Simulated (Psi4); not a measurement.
**BF: geometry relaxation (part 3 of 3)**

The same run, continued: BF (13768-60-0), SMILES [B]F; PBE0/aug-cc-pVQZ, RKS (Psi4 1.11). The geometry comes from this level: PBE0-D4/def2-TZVP.

Geometry of the input (Å):
```
B  0.0000  -0.0000  -0.0094
F  -0.0000  0.0000  1.2537
```

## What the program printed, continued
```
 L = 1.  Multiply by 2.5417464519 to convert [e a0] to [Debye]
 Dipole X            :          0.0000000            0.0000000            0.0000000
 Dipole Y            :          0.0000000            0.0000000            0.0000000
 Dipole Z            :          0.0743538            0.3245334            0.3988872
 Magnitude           :                                                    0.3988872

 ------------------------------------------------------------------------------------

	total time  =          5 seconds =       0.08 minutes

         ------------------------------------------------------------
                                   SCF GRAD
         ------------------------------------------------------------

  ==> Geometry <==

    Molecular point group: c1
    Full point group: C_inf_v

    Geometry (in Bohr), charge = 0, multiplicity = 1:

       Center              X                  Y                   Z               Mass
    ------------   -----------------  -----------------  -----------------  -----------------
         B            0.000000000000     0.000000000000    -1.506847428597    11.009305360000
         F            0.000000000000     0.000000000000     0.873196727654    18.998403162730

  Nuclear repulsion =   18.907212238819596

   => Molecular Quadrature <=

    Radial Scheme          =       TREUTLER
    Pruning Scheme         =           NONE
    Nuclear Scheme         =       TREUTLER

    Blocking Scheme        =         OCTREE
    BS radius alpha        =              1
    Pruning alpha          =              1
    Radial Points          =             99
    Spherical Points       =            590
    Total Points           =         115218
    Total Blocks           =            932
    Max Points             =            256
    Max Functions          =            160
    Weights Tolerance      =       1.00E-15

  -Total Gradient:
     Atom            X                  Y                   Z
    ------   -----------------  -----------------  -----------------
       1        0.000000000000     0.000000000000     0.000015479666
       2       -0.000000000000     0.000000000000    -0.000015462154

	total time  =          4 seconds =       0.07 minutes

    			-----------------------------------------

    			 OPTKING 3.0: for geometry optimizations

    			        with contributions from

    			-----------------------------------------

	                            ===> Fragment 1 <==

	 Z (Atomic Numbers)          Masses                          Geom
	       5.000000            11.009305          0.00000000  0.00000000 -1.50684743
	       9.000000            18.998403          0.00000000  0.00000000  0.87319673

	 - Coordinate -           - BOHR/RAD -       - ANG/DEG -
	 R(1,2)           =         2.380044           1.259465

	        --- Internal Coordinate Step in ANG or DEG, aJ/ANG or AJ/DEG ---
	-------------------------------------------------------------------------------
	           Coordinate      Previous         Force          Change          New
	           ----------      --------        ------          ------        ------
	               R(1,2)       1.25947        0.00013        0.00002       1.25948
	-------------------------------------------------------------------------------

	                                 ==> Convergence Check <==

	Measures of convergence in internal coordinates in au.

	Criteria marked as inactive (o), active & met (*), and active & unmet ( ).

	----------------------------------------------------------------------------------------------
	   Step    Total Energy     Delta E     Max Force     RMS Force      Max Disp      RMS Disp
	----------------------------------------------------------------------------------------------
	  Convergence Criteria              o    1.50e-05 *    1.00e-05 *    6.00e-05 *    4.00e-05 *
	----------------------------------------------------------------------------------------------
	     3    -124.58508965   -1.39e-06 o    1.55e-05      1.55e-05      2.97e-05 *    2.97e-05 *  ~
	----------------------------------------------------------------------------------------------

Next Geometry in Ang
	Fragment 1 (Ang)

	    B   0.0000000000   0.0000000000  -0.7973971693
	    F   0.0000000000   0.0000000000   0.4620836588

    Structure for next step:
    Molecular point group: c1
    Full point group: C_inf_v

    Geometry (in Bohr), charge = 0, multiplicity = 1:

    B            0.000000000000     0.000000000000    -1.506866212681
    F            0.000000000000     0.000000000000     0.873207612765

gradient() will perform analytic gradient computation.

  ==> Geometry <==

    Molecular point group: c1
    Full point group: C_inf_v

    Geometry (in Bohr), charge = 0, multiplicity = 1:

       Center              X                  Y                   Z               Mass
    ------------   -----------------  -----------------  -----------------  -----------------
         B            0.000000000000     0.000000000000    -1.506866212681    11.009305360000
         F            0.000000000000     0.000000000000     0.873207612765    18.998403162730

  Running in c1 symmetry.

  Rotational constants: A = ************  B =      1.52465  C =      1.52465 [cm^-1]
  Rotational constants: A = ************  B =  45707.75519  C =  45707.75519 [MHz]
  Nuclear repulsion =   18.906976547912784

  Charge       = 0
  Multiplicity = 1
  Electrons    = 14
  Nalpha       = 7
  Nbeta        = 7

   => Auxiliary Basis Set <=

  Basis Set: (AUG-CC-PVQZ AUX)
    Blend: AUG-CC-PVQZ-JKFIT
    Number of shells: 68
    Number of basis functions: 284
    Number of Cartesian functions: 396
    Spherical Harmonics?: true
    Max angular momentum: 5

  Cached 100.0% of DFT collocation blocks in 0.484 [GiB].

  Minimum eigenvalue in the overlap matrix is 1.0381137635E-04.
  Reciprocal condition number of the overlap matrix is 1.8584378205E-05.
    Using symmetric orthogonalization.

  ==> Iterations <==

                           Total Energy        Delta E     RMS |[F,P]|

   @DF-RKS iter   0:  -124.58509083164746   -1.24585e+02   2.99408e-07
   @DF-RKS iter   1:  -124.58508964966664    1.18198e-06   4.36530e-08 DIIS
   @DF-RKS iter   2:  -124.58508964964466    2.19842e-11   7.44732e-08 DIIS
   @DF-RKS iter   3:  -124.58508964968770   -4.30447e-11   4.20187e-09 DIIS
  Energy and wave function converged.

  ==> Post-Iterations <==

   Electrons on quadrature grid:
      Ntotal   =   14.0000000303 ; deviation = 3.030e-08

    Orbital Energies [Eh]
    ---------------------

    Doubly Occupied:

       1A    -24.857396     2A     -6.891101     3A     -1.334976
       4A     -0.643172     5A     -0.550959     6A     -0.550959
       7A     -0.294923

    Virtual:

       8A     -0.040023     9A     -0.040023    10A      0.014072
      11A      0.031475    12A      0.036679    13A      0.036679
      14A      0.098943    15A      0.105914    16A      0.105914
      17A      0.107896    18A      0.111361    19A      0.111361
      20A      0.173999    21A      0.173999    22A      0.202935
      23A      0.239465    24A      0.244866    25A      0.244866
      26A      0.342671    27A      0.350022    28A      0.366803
      29A      0.366803    30A      0.391913    31A      0.391913
      32A      0.394143    33A      0.394143    34A      0.412095
      35A      0.412095    36A      0.482000    37A      0.505100
      38A      0.505100    39A      0.623132    40A      0.666409
      41A      0.666409    42A      0.685658    43A      0.725139
      44A      0.725139    45A      0.867587    46A      0.867587
      47A      0.907741    48A      1.059835    49A      1.059835
      50A      1.069122    51A      1.182748    52A      1.182748
      53A      1.227219    54A      1.227219    55A      1.246844
      56A      1.246844    57A      1.261958    58A      1.261958
      59A      1.272121    60A      1.276666    61A      1.276666
      62A      1.289778    63A      1.289778    64A      1.315125
      65A      1.380800    66A      1.380800    67A      1.417304
      68A      1.436624    69A      1.436624    70A      1.695426
      71A      1.695426    72A      1.796257    73A      1.965173
      74A      1.965173    75A      1.972435    76A      1.972435
      77A      2.159948    78A      2.229282    79A      2.229282
      80A      2.344312    81A      2.518624    82A      2.518624
      83A      2.571291    84A      2.571291    85A      2.629584
      86A      3.286695    87A      3.334696    88A      3.334696
      89A      3.539502    90A      3.539502    91A      3.598130
      92A      3.598130    93A      3.603651    94A      3.603651
      95A      3.677169    96A      3.677169    97A      3.737124
      98A      3.737124    99A      3.777272   100A      3.777272
     101A      3.777557   102A      3.813843   103A      3.813843
     104A      3.854423   105A      3.854423   106A      4.009531
     107A      4.009531   108A      4.209859   109A      4.395489
     110A      4.395489   111A      4.669228   112A      4.866043
     113A      4.866043   114A      4.869514   115A      4.947131
     116A      4.947131   117A      5.233890   118A      5.233890
     119A      5.238245   120A      5.238245   121A      5.423626
     122A      5.423626   123A      5.437642   124A      5.713086
     125A      5.713086   126A      5.723253   127A      6.049636
     128A      6.049636   129A      6.193379   130A      6.193379
     131A      6.627120   132A      7.017954   133A      7.017954
     134A      7.279098   135A     12.985758   136A     12.990931
     137A     12.990931   138A     13.023394   139A     13.023399
     140A     13.166896   141A     13.166896   142A     13.404082
     143A     13.404083   144A     13.407729   145A     13.407729
     146A     13.604972   147A     15.183610   148A     15.183610
     149A     15.291006   150A     15.400806   151A     15.400807
     152A     15.749694   153A     15.749694   154A     16.186082
     155A     16.186093   156A     16.424051   157A     16.569978
     158A     16.569978   159A     17.583677   160A     54.303146

    Final Occupation by Irrep:
              A
    DOCC [     7 ]
    NA   [     7 ]
    NB   [     7 ]

  @DF-RKS Final Energy:  -124.58508964968770

   => Energetics <=

    Nuclear Repulsion Energy =             18.9069765479127838
    One-Electron Energy =                -209.0020071188047552
    Two-Electron Energy =                  76.3485758852163485
    DFT Exchange-Correlation Energy =     -10.8386349640120905
    Empirical Dispersion Energy =           0.0000000000000000
    VV10 Nonlocal Energy =                  0.0000000000000000
    Total Energy =                       -124.5850896496877027

Computation Completed

Properties will be evaluated at   0.000000,   0.000000,   0.000000 [a0]

Properties computed using the SCF density matrix

 Multipole Moments:

 ------------------------------------------------------------------------------------
     Multipole            Electronic (a.u.)      Nuclear  (a.u.)        Total (a.u.)
 ------------------------------------------------------------------------------------

 L = 1.  Multiply by 2.5417464519 to convert [e a0] to [Debye]
 Dipole X            :         -0.0000000            0.0000000           -0.0000000
 Dipole Y            :          0.0000000            0.0000000            0.0000000
 Dipole Z            :          0.0743181            0.3245375            0.3988556
 Magnitude           :                                                    0.3988556

 ------------------------------------------------------------------------------------

	total time  =          4 seconds =       0.07 minutes

         ------------------------------------------------------------
                                   SCF GRAD
         ------------------------------------------------------------

  ==> Geometry <==

    Molecular point group: c1
    Full point group: C_inf_v

    Geometry (in Bohr), charge = 0, multiplicity = 1:

       Center              X                  Y                   Z               Mass
    ------------   -----------------  -----------------  -----------------  -----------------
         B            0.000000000000     0.000000000000    -1.506866212681    11.009305360000
         F            0.000000000000     0.000000000000     0.873207612765    18.998403162730

  Nuclear repulsion =   18.906976547912784

   => Molecular Quadrature <=

    Radial Scheme          =       TREUTLER
    Pruning Scheme         =           NONE
    Nuclear Scheme         =       TREUTLER

    Blocking Scheme        =         OCTREE
    BS radius alpha        =              1
    Pruning alpha          =              1
    Radial Points          =             99
    Spherical Points       =            590
    Total Points           =         115222
    Total Blocks           =            933
    Max Points             =            256
    Max Functions          =            160
    Weights Tolerance      =       1.00E-15

  -Total Gradient:
     Atom            X                  Y                   Z
    ------   -----------------  -----------------  -----------------
       1        0.000000000000    -0.000000000000    -0.000000194914
       2       -0.000000000000    -0.000000000000     0.000000210933

	total time  =          5 seconds =       0.08 minutes

    			-----------------------------------------

    			 OPTKING 3.0: for geometry optimizations

    			        with contributions from

    			-----------------------------------------

	                            ===> Fragment 1 <==

	 Z (Atomic Numbers)          Masses                          Geom
	       5.000000            11.009305          0.00000000  0.00000000 -1.50686621
	       9.000000            18.998403          0.00000000  0.00000000  0.87320761

	 - Coordinate -           - BOHR/RAD -       - ANG/DEG -
	 R(1,2)           =         2.380074           1.259481

	        --- Internal Coordinate Step in ANG or DEG, aJ/ANG or AJ/DEG ---
	-------------------------------------------------------------------------------
	           Coordinate      Previous         Force          Change          New
	           ----------      --------        ------          ------        ------
	               R(1,2)       1.25948       -0.00000       -0.00000       1.25948
	-------------------------------------------------------------------------------

	                                 ==> Convergence Check <==

	Measures of convergence in internal coordinates in au.

	Criteria marked as inactive (o), active & met (*), and active & unmet ( ).

	----------------------------------------------------------------------------------------------
	   Step    Total Energy     Delta E     Max Force     RMS Force      Max Disp      RMS Disp
	----------------------------------------------------------------------------------------------
	  Convergence Criteria              o    1.50e-05 *    1.00e-05 *    6.00e-05 *    4.00e-05 *
	----------------------------------------------------------------------------------------------
	     4    -124.58508965   -1.87e-10 o    2.03e-07 *    2.03e-07 *    3.89e-07 *    3.89e-07 *  ~
	----------------------------------------------------------------------------------------------

Next Geometry in Ang
	Fragment 1 (Ang)

	    B   0.0000000000   0.0000000000  -0.7973991563
	    F   0.0000000000   0.0000000000   0.4620814659

    Final optimized geometry and variables:
    Molecular point group: c1
    Full point group: C_inf_v

    Geometry (in Bohr), charge = 0, multiplicity = 1:

    B            0.000000000000     0.000000000000    -1.506866212681
    F            0.000000000000     0.000000000000     0.873207612765

[set-up sections that repeat, and orbital energies of the middle runs, are left out above]
```

## Standard output
```
Optimizer: Optimization complete!
E = -124.58508965
2
0 1 BF
B                     0.000000000000     0.000000000000    -0.797399259279
F                     0.000000000000     0.000000000000     0.462081568859
```

## Trajectory as extended XYZ (Å, eV, eV/Å), 4 frames, from step=0 to step=3
```
2
Properties=species:S:1:pos:R:3:forces:R:3 step=0 energy=-3390.13266
B     0.0000    0.0000   -0.0094    0.0000   0.0000   0.1829
F     0.0000    0.0000    1.2537    0.0000   0.0000  -0.1829
2
Properties=species:S:1:pos:R:3:forces:R:3 step=1 energy=-3390.13296
B     0.0000    0.0000   -0.0078    0.0000   0.0000   0.0621
F     0.0000    0.0000    1.2529    0.0000   0.0000  -0.0621
2
Properties=species:S:1:pos:R:3:forces:R:3 step=2 energy=-3390.13299
B     0.0000    0.0000   -0.0071    0.0000   0.0000  -0.0008
F     0.0000    0.0000    1.2524    0.0000   0.0000   0.0008
2
Properties=species:S:1:pos:R:3:forces:R:3 step=3 energy=-3390.13299
B     0.0000    0.0000   -0.0071    0.0000   0.0000   0.0000
F     0.0000    0.0000    1.2524    0.0000   0.0000   0.0000
```

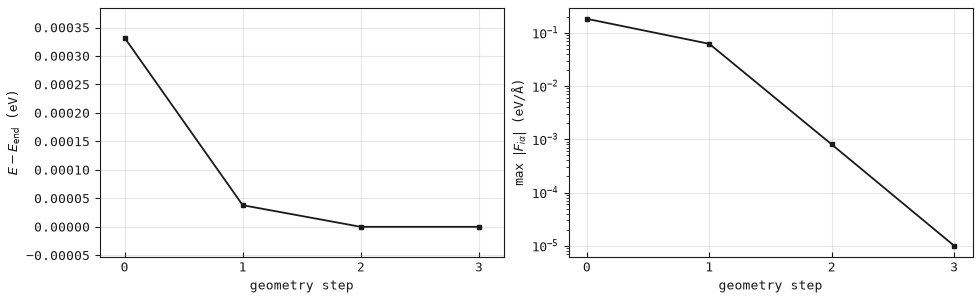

*Progress of the relaxation, step by step (steps are counted from 0).*

No atom moves by more than 0.005 Å after the best rigid fit. After 3 geometry steps the energy has fallen by next to nothing (0.0 eV). Largest force component: 0.18 eV/Å at the start, under 0.0001 eV/Å at the end.

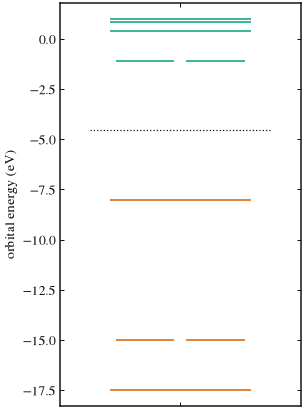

*Orbital energies near the frontier; the dotted line parts filled from empty levels, and levels within 0.02 eV of each other stand side by side.*

Highest filled −8.03 eV, lowest empty −1.09 eV, 6.94 eV apart.

## Summary

| quantity | value |
| --- | --- |
| outcome | converged |
| total energy | −124.585090 hartree |
| HOMO | −8.03 eV |
| LUMO | −1.09 eV |
| dipole moment | 1.01 D |
| wall time | 44 s |
| peak memory | 0.84 GiB |
